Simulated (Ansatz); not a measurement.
**One shape, several levels: GeF2 (SMILES [F][Ge][F])**

Wanted: a comparison of 6 runs (B3LYP/6-31G*, SVWN5/def2-TZVPP, RPA@PBE/def2-TZVPP, BCCD(T)/def2-TZVPP, CCSD/def2-TZVPP, CCSD(T)/def2-TZVPP) of GeF2. 

Program for the calculation: Ansatz 0.2.0.

32 further runs of the same task are left out: 32 set aside as unsound or not needed.

**1. Starting point**

The species is GeF2 (3 atoms), meant as a singlet with charge 0. As SMILES, `[F][Ge][F]`. One bond was lengthened or shortened from a relaxed shape.

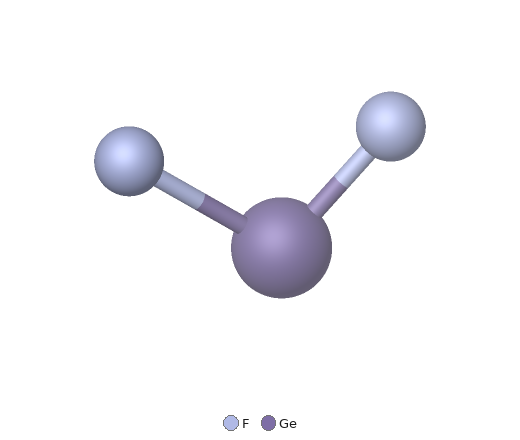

Viewed from a chosen angle; fluorine light blue, germanium purple.

**2. The energy at B3LYP/6-31G(d) (spherical functions) (run 1)**

run.yaml reads:

```yaml
crystal:
  periodic: [false, false, false]
  atoms:
    - {symbol: F, position_ang: [-0.872912, -1.222792, -0.620157]}
    - {symbol: Ge, position_ang: [0.637500, -0.295200, 0.320200]}
    - {symbol: F, position_ang: [0.027600, 1.332100, 0.164100]}
basis:
  gaussian:
    orbitals: 6-31G_st_-spherical.json
magnetization:
  spin_polarized: false
hamiltonian:
  xc: {name: B3LYP}
accuracy: high
output: {orbitals: {seedname: orbitals}}
```

The basis set 6-31G* is read from a file made from the Basis Set Exchange's data (not shown).

Launch:

```sh
$ ansatz run run.yaml --threads 1 --pin off --max-ram 3480MiB --events-out events.jsonl --progress --plain --runs-dir runs
```

The program printed:

```text
Warning: RAYON_NUM_THREADS=1 ignored (pool sized by the plan → 1); use --threads N
Functional definition: B3LYP
  name "B3LYP"
  parameter a0 = 0.2
  parameter ax = 0.72
  parameter ac = 0.81
  exchange = (1 - a0 - ax)*slater_x + ax*b88_x + a0*exact_x
  correlation = (1 - ac)*vwn_rpa_c + ac*lyp_c
1120 factors; integrals over basis functions are off by at most 4.2e-9 eV
mean field evaluation 1: about -61941.7791 eV, gradient 5.3e1 eV
mean field evaluation 2: about -61876.0974 eV, gradient 1.9e2 eV
mean field evaluation 4: about -61946.3037 eV, gradient 1.2e1 eV
mean field evaluation 8: about -61946.5708 eV, gradient 4.4e-1 eV
mean field evaluation 16: about -61946.5711 eV, gradient 1.1e-5 eV
mean field -61946.57107427 eV, -2276.4944980856 hartree, gradient 5.5e-8 eV, S^2 0.000000; 0 other end points of the search recorded, 0 dependent functions left out
reference -61946.57110444 eV, -2276.4944991940 hartree; 25, 25 occupied and 35, 35 virtual orbitals, 1120 factors
Total energy: -61946.57110444 eV, -2276.4944991940 hartree
```

Run time: 2.3 s. Hardware: 1 thread of Intel Xeon 6975P-C (Granite Rapids), shared host; peak memory 0.17 GiB.

**3. A single-point energy at SVWN5/def2-TZVPP (run 2)**

in.yaml reads:

```yaml
crystal:
  periodic: [false, false, false]
  atoms:
    - symbol: F
      position_ang: [-0.872912, -1.222792, -0.620157]
    - symbol: Ge
      position_ang: [0.637500, -0.295200, 0.320200]
    - symbol: F
      position_ang: [0.027600, 1.332100, 0.164100]
basis:
  gaussian: {orbitals: def2-TZVPP}
hamiltonian: {xc: {name: SVWN5}}
accuracy: high
output: {orbitals: {seedname: orbitals}}
```

Launch:

```sh
$ ansatz run in.yaml --threads 1 --pin off --max-ram 3480MiB --events-out events.jsonl --progress --plain --runs-dir runs
```

The program printed:

```text
Warning: RAYON_NUM_THREADS=1 ignored (pool sized by the plan → 1); use --threads N
Functional definition: SVWN5
  name "SVWN5"
  exchange = slater_x
  correlation = vwn5_c
1615 factors; integrals over basis functions are off by at most 5.7e-9 eV
mean field evaluation 1: about -61831.0465 eV, gradient 6.1e1 eV
mean field evaluation 2: about -61694.8871 eV, gradient 2.5e2 eV
mean field evaluation 4: about -61835.7697 eV, gradient 2.0e1 eV
mean field evaluation 8: about -61836.3266 eV, gradient 5.3e-1 eV
mean field evaluation 16: about -61836.3259 eV, gradient 8.3e-5 eV
mean field -61836.32586863 eV, -2272.4430615052 hartree, gradient 3.9e-8 eV, S^2 0.000000; 0 other end points of the search recorded, 0 dependent functions left out
reference -61836.32587073 eV, -2272.4430615823 hartree; 25, 25 occupied and 85, 85 virtual orbitals, 1615 factors
Total energy: -61836.32587073 eV, -2272.4430615823 hartree
```

Wall time 2.4 s (1 thread of Intel Xeon 6975P-C (Granite Rapids), shared host); peak memory 0.23 GiB.

Runs 3 to 4 aren't shown in full; the table further down has their settings and results.

**4. The energy at CCSD/def2-TZVPP (run 5)**

job.yaml reads:

```yaml
crystal:
  periodic: [false, false, false]
  atoms:
    - {symbol: F, position_ang: [-0.872912, -1.222792, -0.620157]}
    - {symbol: Ge, position_ang: [0.637500, -0.295200, 0.320200]}
    - {symbol: F, position_ang: [0.027600, 1.332100, 0.164100]}
basis:
  gaussian: {orbitals: def2-TZVPP}
accuracy: high
correlation: {method: ccsd, frozen_orbitals: {F: 1, Ge: 9}}
scf: {omitted_lower_state_checks: [cluster_reference, increment]}
```

Launch:

```sh
$ ansatz run job.yaml --threads 1 --pin off --max-ram 3480MiB --events-out events.jsonl --progress --plain --runs-dir runs
```

The program printed (excerpt; [...] marks lines left out):

```text
Warning: RAYON_NUM_THREADS=1 ignored (pool sized by the plan → 1); use --threads N
Functional definition: HF
  name "HF"
[...]
1615 factors; integrals over basis functions are off by at most 5.7e-9 eV
[...]
mean field -61889.23521454 eV, -2274.3874441039 hartree, gradient 3.2e-8 eV, S^2 0.000000; 0 other end points of the search recorded, 0 dependent functions left out
11 core orbitals not correlated: weight in the atoms' cores, before any rotation towards them, 1.000 or more for the frozen orbitals, at most 0.000 for the correlated occupied ones
reference -61889.23521454 eV, -2274.3874441039 hartree; 14, 14 occupied and 85, 85 virtual orbitals, 1615 factors
second order -19.97546858 eV of doubles, -0.00000000 eV of singles
cycle   1  -19.17189317 eV  change    8.0e-1 eV  update   1.3e-1
[...]
cycle  24  -19.83618767 eV  change  -9.1e-10 eV  update  5.3e-10
Total energy: -61909.07140221 eV, -2275.1164105554 hartree
Checks for a lower state left out: cluster_reference, increment
```

Wall time 14 s (1 thread of Intel Xeon 6975P-C (Granite Rapids), shared host); peak memory 0.61 GiB.

**5. The energy at CCSD(T)/def2-TZVPP (run 6)**

molecule.yaml reads:

```yaml
crystal:
  periodic: [false, false, false]
  atoms:
    - {symbol: F, position_ang: [-0.872912, -1.222792, -0.620157]}
    - {symbol: Ge, position_ang: [0.637500, -0.295200, 0.320200]}
    - {symbol: F, position_ang: [0.027600, 1.332100, 0.164100]}
basis:
  gaussian:
    orbitals: def2-TZVPP
correlation:
  method: ccsd_t
  frozen_orbitals: {F: 1, Ge: 9}
accuracy: high
scf:
  omitted_lower_state_checks: [cluster_reference, increment]
```

Launch:

```sh
$ ansatz run molecule.yaml --threads 1 --pin off --max-ram 3480MiB --events-out events.jsonl --progress --plain --runs-dir runs
```

The program printed (excerpt; [...] marks lines left out):

```text
Warning: RAYON_NUM_THREADS=1 ignored (pool sized by the plan → 1); use --threads N
Functional definition: HF
  name "HF"
[...]
1615 factors; integrals over basis functions are off by at most 5.7e-9 eV
[...]
mean field -61889.23521454 eV, -2274.3874441039 hartree, gradient 3.2e-8 eV, S^2 0.000000; 0 other end points of the search recorded, 0 dependent functions left out
11 core orbitals not correlated: weight in the atoms' cores, before any rotation towards them, 1.000 or more for the frozen orbitals, at most 0.000 for the correlated occupied ones
reference -61889.23521454 eV, -2274.3874441039 hartree; 14, 14 occupied and 85, 85 virtual orbitals, 1615 factors
second order -19.97546858 eV of doubles, -0.00000000 eV of singles
cycle   1  -19.17189317 eV  change    8.0e-1 eV  update   1.3e-1
[...]
cycle  24  -19.83618767 eV  change  -9.1e-10 eV  update  5.3e-10
perturbative correction -0.69210994 eV, -0.0254345712 hartree
Total energy: -61909.76351215 eV, -2275.1418451267 hartree
Checks for a lower state left out: cluster_reference, increment
```

It took 17 s on 1 thread of Intel Xeon 6975P-C (Granite Rapids), shared host; peak memory 0.61 GiB.

**6. Overview of the runs**

```csv
run,level,frozen core orbitals,energy (Eh),wall time
1,B3LYP/6-31G* (spherical functions),–,-2276.494499,2.3 s
2,SVWN5/def2-TZVPP,–,-2272.443062,2.4 s
3,RPA@PBE/def2-TZVPP,11,-2275.419323,7.5 s
4,BCCD(T)/def2-TZVPP,11,-2275.142466,22 s
5,CCSD/def2-TZVPP,11,-2275.116411,14 s
6,CCSD(T)/def2-TZVPP,11,-2275.141845,17 s
```

**7. What came out**

| quantity | value |
| --- | --- |
| run 6: total energy | -2275.14185 Eh |
| run 6: correlation energy (11 core orbitals frozen) | -754.4 mEh |
| run 6: (T) correction | -25.43 mEh |
| run 6: T1 diagnostic | 0.017 |

Totals of different functionals can't be ranked against each other. All runs together took 66 s, the longest 22 s.
